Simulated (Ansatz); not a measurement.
```xyz
14

B    -1.6032    0.5233    1.0520
C    -0.3845    0.5009    0.1305
Si    0.7121   -0.6887    1.3102
O    -0.5951   -0.1242   -1.1476
C     0.4906    0.0385   -2.0789
H    -2.5507   -0.1682    0.8332
H    -1.5383    1.1669    2.0625
H     0.1804    1.4419    0.0509
H     1.6125   -1.4846    0.4116
H    -0.1631   -1.6463    2.0712
H     1.5304    0.1089    2.2862
H     0.6867    1.1015   -2.2766
H     1.4143   -0.4334   -1.7170
H     0.1747   -0.4492   -3.0012
```

Theory: RKS PBE0/6-31G in Ansatz.

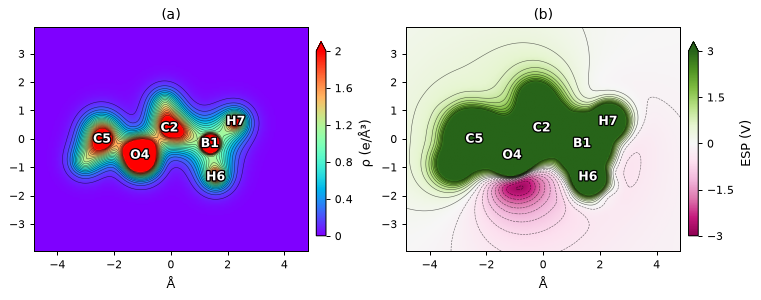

C$_{2}$H$_{9}$BOSi (SMILES BC([SiH3])OC). (a) electron density; (b) molecular electrostatic potential on the plane of atoms H6, B1 and H7.

**Describe what can be read from this map.**

The plane passes through B, C, O and H nuclei.
C–O (1.44 Å): ρ is about 1.7 e/Å³ halfway, with its minimum of 1.5 e/Å³ about 0.6 Å from C.
C–B (1.53 Å): the density is about 1.5 e/Å³ at the midpoint.
B–H (1.19 Å): ρ at the midpoint is about 1.2 e/Å³.
Outside the dense part of the molecule the potential is most negative (−2.7 V) near O4.
